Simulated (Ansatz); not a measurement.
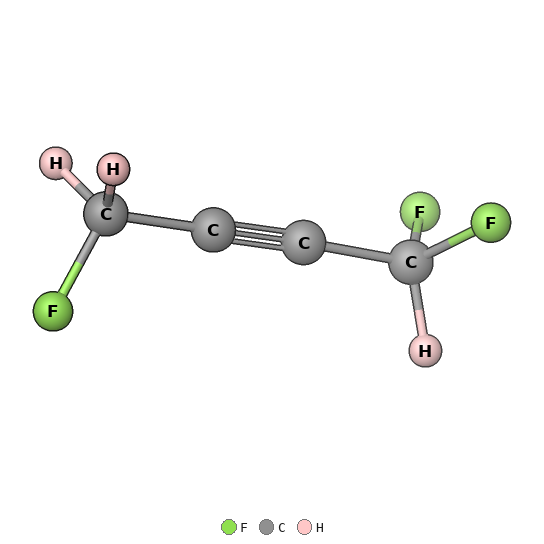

Orthographic view. Atoms fade into the background with distance from the viewer. The geometry was computed by an optimisation with PBE-D4/def2-SVP. No frequency run is at hand to confirm it as a minimum.

Give the standard InChI.

Answer. InChI=1S/C4H3F3/c5-3-1-2-4(6)7/h4H,3H2
